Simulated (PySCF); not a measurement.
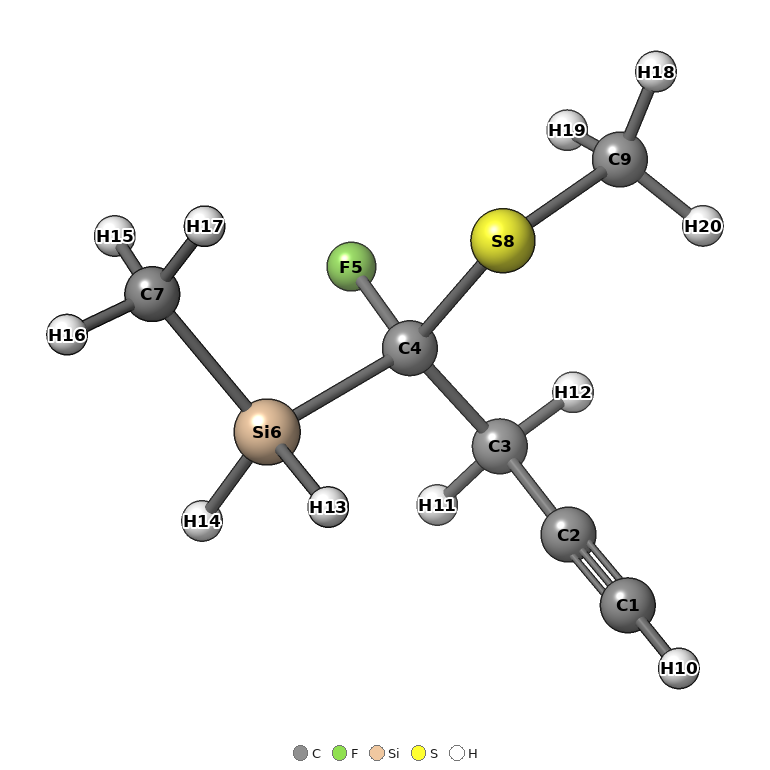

The geometry was computed by an optimisation with GFN2-xTB. No frequency run is at hand to confirm it as a minimum. Electric field gradients from the ground-state density, PBE0/pcSseg-1 (PySCF 2.14.0), non-relativistic apart from any core potentials.

Give the largest field-gradient component, the quadrupole coupling constant and the asymmetry for 33S at S8 (Q = −67.81 mb), 2H at H10 (Q = 2.86 mb), 2H at H11 (Q = 2.86 mb), 2H at H12 (Q = 2.86 mb), 2H at H13 (Q = 2.86 mb).

```json
{"atom": "S8", "V_zz (a.u.)": "−3.047", "e²qQ/h (MHz)": "48.5", "η": "0.67"}
{"atom": "H10", "V_zz (a.u.)": "0.398", "e²qQ/h (MHz)": "0.267", "η": "0.00"}
{"atom": "H11", "V_zz (a.u.)": "0.294", "e²qQ/h (MHz)": "0.198", "η": "0.01"}
{"atom": "H12", "V_zz (a.u.)": "0.295", "e²qQ/h (MHz)": "0.198", "η": "0.02"}
{"atom": "H13", "V_zz (a.u.)": "0.164", "e²qQ/h (MHz)": "0.110", "η": "0.01"}
```

The geometry is semi-empirical. Around Si such bond lengths and angles can be off by a tenth of an ångström or more and by several degrees, and values that hang on the shape move with them.
